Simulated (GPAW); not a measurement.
## NiO2 (P-3m1): G0W0 on several meshes in GPAW

Wanted: mesh dependence and cost of G0W0 for NiO2 (P-3m1).

Main program and level: GPAW 26.7.0; LDA and many-body steps on it, plane waves.

### Step 1. Set-up

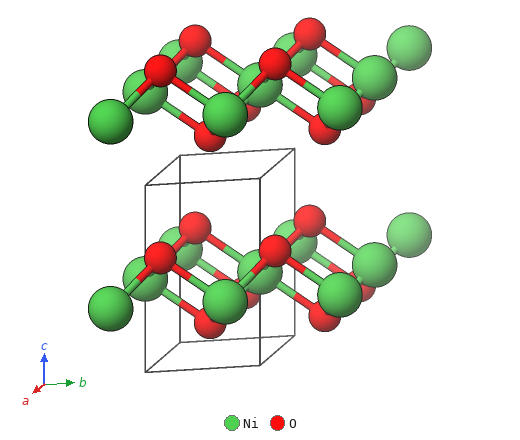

The starting structure, seen slightly off an axis (nickel green, oxygen red). 2×2×2 cells are drawn. Some periodic images of atoms are drawn too.

As a file:

```cif
data_structure
_symmetry_space_group_name_H-M 'P-3m1'
_symmetry_Int_Tables_number 164
_cell_length_a 2.7988
_cell_length_b 2.7988
_cell_length_c 4.6183
_cell_angle_alpha 90.000
_cell_angle_beta 90.000
_cell_angle_gamma 120.000
_cell_volume 31.33
loop_
_atom_site_label
_atom_site_type_symbol
_atom_site_symmetry_multiplicity
_atom_site_Wyckoff_symbol
_atom_site_fract_x
_atom_site_fract_y
_atom_site_fract_z
_atom_site_occupancy
Ni1 Ni 1 b 0.00000 0.00000 0.50000 1
O1 O 2 d 0.66667 0.33333 0.70604 1
```

The cell and positions are those that the Materials Project relaxed with its own functionals (PBE, PBE+U or r2SCAN), kept fixed.

### Step 2. Empty states on the mesh, 6×6×4 mesh, 153 bands

This step: GPAW 26.7.0; DFT, LDA, plane waves, PAW.

The sums over transitions need many empty states on a uniform mesh; this step solves for them.

The input, run.py:

```python
import json
import numpy as np
from gpaw.mpi import world
from gpaw import GPAW

calc = GPAW('gs.gpw').fixed_density(kpts={'size': (6, 6, 4), 'gamma': True},
    parallel={'domain': 1, 'band': 1},
    txt='nscf.txt')
calc.diagonalize_full_hamiltonian(nbands=153)
calc.write('full.gpw', mode='all')
res = {}
kpts = calc.get_ibz_k_points()
res['kpts'] = kpts
res['eigenvalues'] = [calc.get_eigenvalues(kpt=k) for k in range(len(kpts))]
res['n_electrons'] = calc.get_number_of_electrons()

if world.rank == 0:
    with open('result.json', 'w') as f:
        json.dump(res, f, default=lambda x: x.tolist())
```

Launch:

```bash
$ mpirun -n 4 gpaw python run.py
```

Numbers of over 12 decimals in the logs are rounded to 6 here.

What it wrote:

```text
Diagonalizing LCAO Hamiltonian
Converting LCAO to pw mode
convergence criteria:
- Maximum integral of absolute [eigenst]ate change: 4e-08 eV^2 / valence electron
maximum number of iterations: 100

SCF iterations
|iter     |     time |      energy | eigst |  dens |
|iter:   1|  |             | +0.69 |       |
|iter:   2|  |             | -0.87 |       |
|iter:   3|  |             | -1.86 |       |
|iter:   4|  |             | -3.25 |       |
|iter:   5|  |             | -3.97 |       |
|iter:   6|  |             | -5.44 |       |
|iter:   7|  |             | -6.11 |       |
|iter:   8|  |             | -7.41c|       |
SCF steps: 8
  __  _  _
 | _ |_)|_||  |
 |__||  | ||/\| - 26.7.0

Input parameters:
  mode=PW(ecut=600.0),
  convergence={'density': 1e-06, 'bands': -3},
  gpts=array([16, 16, 27]),
  kpts=MonkhorstPack(size=(6, 6, 4), gamma=True),
  maxiter=100,
  nbands=21,
  occupations=Occupations(name='fermi-dirac', width=0.001, fixmagmom=False),
  parallel={'domain': 1, 'band': 1},
  xc=XC(name='LDA')
Matrix size: 1075x1075
# Writing to full.gpw (mode='all')
  [... matrices ...]

timing:  # [seconds]
  Total: 5.205  # ━━━━━━━━━━━━━━━━━━━━━━━━━━━━━━━━━━━━━━━━━━━━━━━━━━━━━━━━━━━
```

The job ended after 9.5 s (4 MPI ranks of Intel Xeon Platinum 8375C at 2.90GHz (Ice Lake), shared host; peak memory 1.2 GiB; 37 s of CPU time).

Numbers from this step:

```yaml
gap: 0.9972 eV
k_of_the_valence_top: 0.1667, 0, 0.5
k_of_the_conduction_bottom: 0.3333, 0, 0.25
least_direct_gap: 1.412 eV
k_points_computed: 24
lowest_point_of_the_top_converged_band_above_the_valence_top: 145.9721 eV
```

On this mesh the gap is 0.997 eV.

### Step 3. 6×6×4

Now the one-shot GW correction: screening in the RPA, then the self-energy of the levels asked for.

This step: G0W0 on LDA, plane waves, PAW.

The input, run.py:

```python
import json
import numpy as np
from gpaw.mpi import world
from gpaw.response.g0w0 import G0W0

gw = G0W0('full.gpw',
    filename='gw',
    kpts=[0, 6, 12],
    bands=(12, 16),
    ecut=96,
    nbands=66,
    integrate_gamma='WS',
    ppa=True)
gw.calculate()
res = {mode: {k: v for k, v in r.items() if k != 'sigma_eskwn'}
       for mode, r in gw.all_results.items()}

if world.rank == 0:
    with open('result.json', 'w') as f:
        json.dump(res, f, default=lambda x: x.tolist())
```

Launch:

```bash
$ mpirun -n 4 gpaw python run.py
```

What it wrote:

```text
Using integrator: PointIntegrator
FrequencyGridDescriptor(from 0.000+0.000j to 0.000+27.211j eV, 2 points)
Nonperiodic BCs:  [False False False]
Using integrator: PointIntegrator
FrequencyGridDescriptor(from 0.000+0.000j to 0.000+27.211j eV, 2 points)
Nonperiodic BCs:  [False False False]
  ___  _ _ _
 |   || | | |
 | | || | | |
 |__ ||_____|
 |___|

BZ k-points: Symmetries present (total): 12

  [... matrices ...]
144 k-points: 6 x 6 x 4 Monkhorst-Pack grid + [1/12,1/12,1/8]
24 k-points in the irreducible part of the Brillouin zone
       k-points in crystal coordinates                weights
   0:     0.00000000    0.00000000    0.00000000          1/144
   1:     0.00000000    0.00000000    0.25000000          2/144
   2:     0.00000000    0.00000000    0.50000000          1/144
   3:     0.16666667    0.00000000   -0.25000000          6/144
   4:     0.16666667    0.00000000    0.00000000          6/144
   5:     0.16666667    0.00000000    0.25000000          6/144
   6:     0.16666667    0.00000000    0.50000000          6/144
   7:     0.33333333   -0.16666667    0.00000000          6/144
   8:     0.33333333   -0.16666667    0.25000000         12/144
   9:     0.33333333   -0.16666667    0.50000000          6/144
          ...
  23:     0.50000000    0.50000000    0.50000000          3/144

Distributing spins, k-points and bands (1 x 3 x 4) over 4 processes
Number of blocks: 1

Quasi particle states:
k-points (IBZ indices): [0, 6, 12]
Band range: (12, 16)
  [... matrices ...]
Computational parameters:
Plane wave cut-off: 96 eV
Number of bands: 66
Coulomb cutoff: None
Broadening: 0.1 eV

fxc modes: GW
Kernel: RPA
Using Godby-Needs plasmon-pole approximation:
  Fitting energy: i*E0, E0 = 1.000 Hartree
Summing all q:

Calculating screened Coulomb potential
No Coulomb truncation
FrequencyGridDescriptor(from 0.000+0.000j to 0.000+27.211j eV, 2 points)
Removing empty qpoint cache files...

Calculating chi0 body with:
    Ground state adapter containing:
    Number of spins: 1
    Number of kpoints: 144
    Number of irreducible kpoints: 24
    Number of completely occupied states: 14
    Number of partially occupied states: 14
    Occupied states memory: 1.4765625 M / cpu

    Linear response parametrization:
    q_c: [1.3877787807814457e-17, 1.3877787807814457e-17, 0.0]
    Number of frequency points: 2
    Planewave cutoff: 96.0
    Number of bands: 66
    Number of planewaves: 67
    Broadening (eta): 1e-06
    comm.size: 4
    kncomm.size: 4
    blockcomm.size: 1

    Memory estimate of potentially large arrays:
        chi0_wGG: 0.136993 M / cpu
Integrating chi0 body.

Symmetries of q_c:
    Direct symmetries (Uq -> q): 12
    Indirect symmetries (TUq -> q): 0
In total 12 allowed symmetries.

  [... matrices ...]
24 groups of equivalent kpoints. 83.333333% reduction.

Integral kind: response function
Integrating chi0 head and wings.

Symmetries of q_c:
    Direct symmetries (Uq -> q): 12
    Indirect symmetries (TUq -> q): 0
In total 12 allowed symmetries.

  [... matrices ...]
24 groups of equivalent kpoints. 83.333333% reduction.

Integral kind: response function wings

Calculating chi0 body with:
    Ground state adapter containing:
    Number of spins: 1
    Number of kpoints: 144
    Number of irreducible kpoints: 24
    Number of completely occupied states: 14
    Number of partially occupied states: 14
[... the further q-points ...]

Results:
f:      Occupation numbers
eps:     KS-eigenvalues [eV]
vxc:     KS vxc [eV]
exx:     Exact exchange [eV]
sigma:   Self-energies [eV]
dsigma:  Self-energy derivatives
Z:       Renormalization factors
qp:      QP-energies [eV]

k-point 0 (0): (0.000, 0.000, 0.000)                GW
band       f     eps     vxc     exx   sigma  dsigma       Z      qp
                                                                   GW
  12   1.000   1.999 -21.195 -25.305   4.747  -0.389   0.720   2.458
  13   1.000   2.437 -32.900 -40.900   8.552  -0.449   0.690   2.819
  14   0.000   5.021 -31.353 -26.620  -2.550  -0.433   0.698   6.545
  15   0.000   5.022 -31.353 -26.618  -2.552  -0.433   0.698   6.545

k-point 1 (6): (0.167, 0.000, 0.500)                GW
band       f     eps     vxc     exx   sigma  dsigma       Z      qp
                                                                   GW
  12   1.000   2.021 -27.840 -33.561   6.361  -0.409   0.710   2.475
  13   1.000   2.835 -31.577 -38.357   7.419  -0.427   0.701   3.283
[...]
k-point 2 (12): (0.333, 0.000, 0.250)                GW
band       f     eps     vxc     exx   sigma  dsigma       Z      qp
                                                                   GW
[...]
13   1.000   2.370 -30.313 -37.029   7.353  -0.431   0.699   2.815
  14   0.000   3.832 -31.185 -26.918  -2.176  -0.404   0.712   5.322
  15   0.000   4.812 -31.001 -26.039  -2.748  -0.431   0.699   6.360
```

Run time: 49 s. Hardware: 4 MPI ranks; peak memory 1.4 GiB; 3.3 min of CPU time.

Numbers from this step:

```
G0W0 gap on the points computed              : 2.039 eV
least direct G0W0 gap on the computed points : 2.453 eV
Z at the valence top                         : 0.7007
Z at the conduction bottom                   : 0.7123
starting gap on the mesh                     : 0.9972 eV
k of the valence top                         : 0.1667, 0, 0.5
k of the conduction bottom                   : 0.3333, 0, 0.25
```

The gap on the mesh goes from 1.00 eV to 2.04 eV, a correction of +1.04 eV.

### Step 4. Empty states on the mesh, 3×3×2 mesh, 76 bands

This step: DFT, LDA, plane waves, PAW.

The input, run.py:

```python
import json
import numpy as np
from gpaw.mpi import world
from gpaw import GPAW

calc = GPAW('gs.gpw').fixed_density(kpts={'size': (3, 3, 2), 'gamma': True},
    parallel={'domain': 1, 'band': 1},
    txt='nscf.txt')
calc.diagonalize_full_hamiltonian(nbands=76)
calc.write('full.gpw', mode='all')
res = {}
kpts = calc.get_ibz_k_points()
res['kpts'] = kpts
res['eigenvalues'] = [calc.get_eigenvalues(kpt=k) for k in range(len(kpts))]
res['n_electrons'] = calc.get_number_of_electrons()

if world.rank == 0:
    with open('result.json', 'w') as f:
        json.dump(res, f, default=lambda x: x.tolist())
```

Launch:

```bash
$ mpirun -n 4 gpaw python run.py
```

What it wrote:

```text
Diagonalizing LCAO Hamiltonian
Converting LCAO to pw mode
convergence criteria:
- Maximum integral of absolute [eigenst]ate change: 4e-08 eV^2 / valence electron
maximum number of iterations: 100

SCF iterations
|iter     |     time |      energy | eigst |  dens |
|iter:   1|  |             | +0.66 |       |
|iter:   2|  |             | -0.51 |       |
|iter:   3|  |             | -1.63 |       |
[...]
|iter:   9|  |             | -6.85 |       |
|iter:  10|  |             | -7.32 |       |
|iter:  11|  |             | -8.72c|       |
SCF steps: 11
  __  _  _
 | _ |_)|_||  |
 |__||  | ||/\| - 26.7.0

Input parameters:
  mode=PW(ecut=600.0),
  convergence={'density': 1e-06, 'bands': -3},
  gpts=array([16, 16, 27]),
  kpts=MonkhorstPack(size=(3, 3, 2), gamma=True),
  maxiter=100,
  nbands=21,
  occupations=Occupations(name='fermi-dirac', width=0.001, fixmagmom=False),
  parallel={'domain': 1, 'band': 1},
  xc=XC(name='LDA')
Matrix size: 1075x1075
# Writing to full.gpw (mode='all')
  [... matrices ...]

timing:  # [seconds]
  Total: 1.508  # ━━━━━━━━━━━━━━━━━━━━━━━━━━━━━━━━━━━━━━━━━━━━━━━━━━━━━━━━━━━
```

Run time: 5.1 s. Hardware: 4 MPI ranks; peak memory 0.94 GiB.

This step gave:

```yaml
gap: 1.226 eV
k_of_the_valence_top: 0, 0, 0.5
k_of_the_conduction_bottom: 0.3333, 0, 0.5
least_direct_gap: 1.757 eV
k_points_computed: 6
lowest_point_of_the_top_converged_band_above_the_valence_top: 84.3674 eV
```

On this mesh the gap is 1.226 eV.

### Step 5. 3×3×2

This step: G0W0 on LDA, plane waves, PAW.

The input, run.py:

```python
import json
import numpy as np
from gpaw.mpi import world
from gpaw.response.g0w0 import G0W0

gw = G0W0('full.gpw',
    filename='gw',
    kpts=[0, 1, 3],
    bands=(12, 16),
    ecut=96,
    nbands=66,
    integrate_gamma='WS',
    ppa=True)
gw.calculate()
res = {mode: {k: v for k, v in r.items() if k != 'sigma_eskwn'}
       for mode, r in gw.all_results.items()}

if world.rank == 0:
    with open('result.json', 'w') as f:
        json.dump(res, f, default=lambda x: x.tolist())
```

Launch:

```bash
$ mpirun -n 4 gpaw python run.py
```

What it wrote:

```text
Using integrator: PointIntegrator
FrequencyGridDescriptor(from 0.000+0.000j to 0.000+27.211j eV, 2 points)
Nonperiodic BCs:  [False False False]
Using integrator: PointIntegrator
FrequencyGridDescriptor(from 0.000+0.000j to 0.000+27.211j eV, 2 points)
Nonperiodic BCs:  [False False False]
  ___  _ _ _
 |   || | | |
 | | || | | |
 |__ ||_____|
 |___|

BZ k-points: Symmetries present (total): 12

  [... matrices ...]
18 k-points: 3 x 3 x 2 Monkhorst-Pack grid + [0.000000,0.000000,1/4]
6 k-points in the irreducible part of the Brillouin zone
       k-points in crystal coordinates                weights
   0:     0.00000000    0.00000000    0.00000000          1/18
   1:     0.00000000    0.00000000    0.50000000          1/18
   2:     0.33333333    0.00000000    0.00000000          6/18
   3:     0.33333333    0.00000000    0.50000000          6/18
   4:     0.33333333    0.33333333    0.00000000          2/18
   5:     0.33333333    0.33333333    0.50000000          2/18

Distributing spins, k-points and bands (1 x 3 x 4) over 4 processes
Number of blocks: 1

Quasi particle states:
k-points (IBZ indices): [0, 1, 3]
Band range: (12, 16)
  [... matrices ...]
Computational parameters:
Plane wave cut-off: 96 eV
Number of bands: 66
Coulomb cutoff: None
Broadening: 0.1 eV

fxc modes: GW
Kernel: RPA
Using Godby-Needs plasmon-pole approximation:
  Fitting energy: i*E0, E0 = 1.000 Hartree
Summing all q:

Calculating screened Coulomb potential
No Coulomb truncation
FrequencyGridDescriptor(from 0.000+0.000j to 0.000+27.211j eV, 2 points)
Removing empty qpoint cache files...

Calculating chi0 body with:
    Ground state adapter containing:
    Number of spins: 1
    Number of kpoints: 18
    Number of irreducible kpoints: 6
    Number of completely occupied states: 14
[...]
Memory estimate of potentially large arrays:
        chi0_wGG: 0.136993 M / cpu
Integrating chi0 body.

Symmetries of q_c:
    Direct symmetries (Uq -> q): 12
    Indirect symmetries (TUq -> q): 0
In total 12 allowed symmetries.

  [... matrices ...]
6 groups of equivalent kpoints. 66.666667% reduction.

Integral kind: response function
Integrating chi0 head and wings.

Symmetries of q_c:
    Direct symmetries (Uq -> q): 12
    Indirect symmetries (TUq -> q): 0
In total 12 allowed symmetries.

  [... matrices ...]
6 groups of equivalent kpoints. 66.666667% reduction.

Integral kind: response function wings

Calculating chi0 body with:
    Ground state adapter containing:
    Number of spins: 1
    Number of kpoints: 18
    Number of irreducible kpoints: 6
    Number of completely occupied states: 14
    Number of partially occupied states: 14
    Occupied states memory: 1.4765625 M / cpu

[... the further q-points ...]

Results:
f:      Occupation numbers
eps:     KS-eigenvalues [eV]
vxc:     KS vxc [eV]
exx:     Exact exchange [eV]
sigma:   Self-energies [eV]
dsigma:  Self-energy derivatives
Z:       Renormalization factors
qp:      QP-energies [eV]

k-point 0 (0): (0.000, 0.000, 0.000)                GW
band       f     eps     vxc     exx   sigma  dsigma       Z      qp
                                                                   GW
  12   1.000   1.999 -21.195 -24.713   4.130  -0.393   0.718   2.438
  13   1.000   2.437 -32.900 -40.601   8.207  -0.464   0.683   2.783
  14   0.000   5.021 -31.353 -27.028  -2.067  -0.434   0.698   6.596
[...]
k-point 1 (1): (0.000, 0.000, 0.500)                GW
band       f     eps     vxc     exx   sigma  dsigma       Z      qp
                                                                   GW
[...]
k-point 2 (3): (0.333, 0.000, 0.500)                GW
band       f     eps     vxc     exx   sigma  dsigma       Z      qp
                                                                   GW
[...]
14   0.000   3.987 -31.185 -26.840  -2.126  -0.415   0.707   5.555
  15   0.000   4.801 -31.027 -26.247  -2.481  -0.444   0.692   6.394
```

Run time: 6.4 s. Hardware: 4 MPI ranks; peak memory 1.1 GiB; 25 s of CPU time.

Numbers from this step:

| Quantity | Value |
| --- | --- |
| G0W0 gap on the points computed | 2.430 eV |
| least direct G0W0 gap on the computed points | 2.916 eV |
| Z at the valence top | 0.6915 |
| Z at the conduction bottom | 0.7067 |
| starting gap on the mesh | 1.226 eV |
| k of the valence top | 0, 0, 0.5 |
| k of the conduction bottom | 0.3333, 0, 0.5 |

Against G0W0 in GPAW (6×6×4 mesh, 66 bands, screening to 96 eV, Godby-Needs plasmon pole), the gap moves by +0.391 eV.

### Step 6. Side by side

Times are wall times on 4 MPI ranks of Intel Xeon Platinum 8375C at 2.90GHz (Ice Lake), shared host, good to a factor of about two.

```csv
run,mesh,bands,screening cutoff (eV),DFT gap (eV),gap on the mesh (eV),direct (eV),time
6×6×4,6×6×4,66,96,0.997,2.039,2.453,49 s
3×3×2,3×3×2,66,96,1.226,2.430,2.916,6.4 s
```

### Step 7. What came out

| Item | Value |
| --- | --- |
| 6×6×4 | 2.039 eV |
| 3×3×2 | 2.430 eV |
| known limits | not at the basis limit; no spin polarisation; d states lean on the start; coarse k mesh |

In words: 3×3×2: +0.391 eV against 6×6×4, +0.229 eV of it in the start. Bands and cutoff are finite, so the gap is not at the basis limit. The miss can reach some tenths of an eV and take either sign; the mesh is an error of its own. These stock PAW sets were not made for GW. In the G0W0 runs levels were corrected at 3 k points alone, so a gap called «on the mesh» is the least over those, and an edge elsewhere would be missed. The 6×6×4 mesh is coarse for this cell, which bears on the long-range parts of exchange and screening. Mesh or cutoff lie under what a gap needs, so these runs test behaviour and cost; their gaps are not to be quoted. The runs have no spin polarisation. For a closed low-spin shell that is the natural state; where a d or f shell is open it is a constraint, and the gap is then not the crystal's own. With d states at the gap, one-shot GW leans hard on its start.

[Paths, hosts, dates, memory and timing lines, banners, echoed tables and standing remarks are left out of the program output.]

[Logs are printed without paths, hosts, clocks, repeated set-up lines and the standing remarks that a program may print on its own settings, such as how far it seeks lower states.]

[Runs of the session that timed out or met a known fault of the program may be left out.]

[Hosts, paths, dates, database ids (printed as entryN), source tags and the programs' standing remarks are cut or masked in the printed files.]
